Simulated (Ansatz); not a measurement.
The figure comes from a scan of Cu (fcc, Cu type): a phonon pattern at L = (0.5, 0.0, 0.0) is frozen into a 2-atom cell, Q being the largest atomic displacement. All values below come from r2SCAN (plane waves to 500 eV, PAW, scalar-relativistic; Ansatz, a first-principles code). k mesh 11×22×22 (Γ-centred), Fermi-Dirac smearing 0.05 eV. The energy includes the smearing's −TS. With partly filled bands, energies and forces of such displacements shift with the k mesh and the smearing. Cu is run without spin polarisation. Cu was relaxed with its symmetry unable to fall. The PAW data are Ansatz's earlier set. The zero of ΔE is the undisplaced structure.

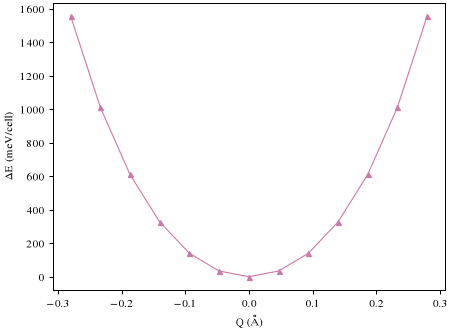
Figure. ΔE (meV/cell) against Q (Å); computed points joined by lines.

Task: Read the plotted values off the figure, to the accuracy that the plot allows.

Result: To the nearest 20:

```
Q (Å)   ΔE (meV/cell)
------  -------------
-0.280           1560
-0.233           1020
-0.187            620
-0.140            320
-0.093            140
-0.047             40
0.000               0
0.047              40
0.093             140
0.140             320
0.187             620
0.233            1020
0.280            1560
```

(A displaced cell: forces are minus the slopes of the energy, force constants its curvatures, and phonons follow from these.)
